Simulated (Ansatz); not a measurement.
The parent structure is Pd in the fcc (Cu type) structure (space group Fm-3m, No. 225; a = 3.878 Å; relaxed with 0.1 eV smearing).

Structures relaxed with Kohn–Sham DFT with the PBEsol functional, run in Ansatz (a first-principles code) with PAW and 420 eV plane waves, without spin-orbit coupling.

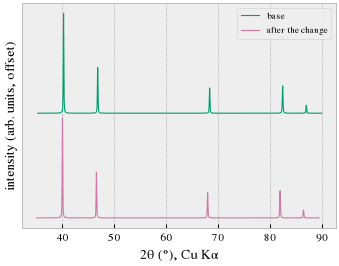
Simulated powder patterns before (top) and after one change

Task: Which of these changes matches the shifts?
A. isotropic strain +3.00 %
B. isotropic strain −3.00 %
C. isotropic strain −1.00 %
D. isotropic strain +0.50 %

Result: D, isotropic strain +0.50 %. Its volume per atom is 14.80 Å³ against 14.58 Å³, and its space group is Fm-3m (No. 225).

Whether these cells are dynamically stable was not tested. The final runs are not spin-polarised. Pd lies near a magnetic instability that expansion can trigger; it was not tested.
